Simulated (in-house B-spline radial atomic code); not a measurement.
## Run report: O²⁺, many-body perturbation calculation

O²⁺, core [He] 2s2. Computed at this level: configuration interaction of two valence electrons with many-body perturbation theory for the core (screened one- and two-electron correlation potentials), Breit and QED, no-pair Dirac, B-spline basis (in-house B-spline radial atomic code).

**Input**
```
basis_form = 3
Z = 8
core_configuration = [He] 2s2
rms_radius = 2.6991
mass_number = 16
speed_of_light = 137.035999084
box_radius = 22.5
lmax = 6
intervals = 67
virtual_cutoff = 300.0
```

Hardware: 1 CPU thread, shared host.

Launched within a batch (the task file carries these settings):
```bash
python <driver script> task.json out
```

The program writes its results to a structured record and prints no log; tables and figures of this report are taken from that record.

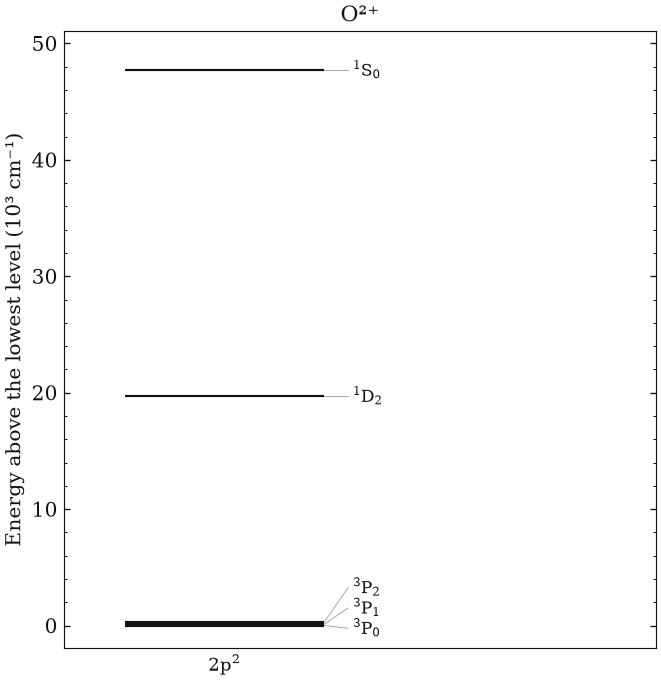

Fig. 1: Levels of O²⁺ (oxygen, Z = 8), two electrons outside the core [He] 2s². CI+MBPT: configuration interaction in the frozen-core Dirac–Hartree–Fock potential with screened core-valence correlation, Breit and QED terms; computed with a B-spline radial code. The lowest level is 2p² ³P₀. The first excited level, 2p² ³P₁, lies at 112 cm⁻¹. The ground term spreads over 301 cm⁻¹ in the order J = 0, 1, 2, a normal multiplet. All levels drawn have even parity, so no electric dipole line joins them. The ionisation energy is 55.00 eV, against 53.29 eV from CI without core-valence correlation and a semi-empirical value of 54.94 eV.

```
  Level  E (cm⁻¹)
2p² ³P₀         0
2p² ³P₁       112
2p² ³P₂       301
2p² ¹D₂    19,690
2p² ¹S₀    47,690
```

**Summary**

| quantity | value |
| --- | --- |
| outcome | converged |
| wall time | 83 s |

**Notes**

Limits: the outer s2 shell is a soft core here, levels are rough; the outer n is counted by energy, so a perturber such as np2 can shift it by one.
